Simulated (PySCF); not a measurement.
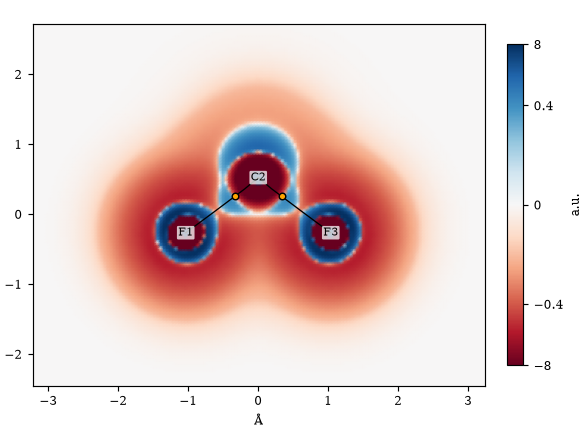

CF2, SMILES `F[C]F`. Negative Laplacian of the density (−∇²ρ) in the molecular plane (blue positive, red negative, colour scale in a.u., logarithmic beyond ±0.04), with bond paths and bond critical points (dots).

Computed with PySCF, r2SCAN/6-311G**, geometry: GFN2-xTB. No frequency check shows the geometry to be a minimum.

Geometry (Å), atoms numbered from 1:

```
F1       1.0365    0.1969    0.0000
C2       0.0000   -0.5906    0.0000
F3      -1.0365    0.1969    0.0000
```

**Sort the bonds in the plane by the sign of ∇²ρ at their critical points.**

At none is it concentrated. Depleted (∇²ρ > 0): F1–C2 and C2–F3 (+0.21 a.u., H = −0.385). A positive Laplacian with clearly negative H marks a strongly polar covalent bond, whose critical point lies close to the core of the less electronegative atom.

**Where along F1–C2 does the critical point lie?**

0.87 Å from F1 and 0.43 Å from C2.
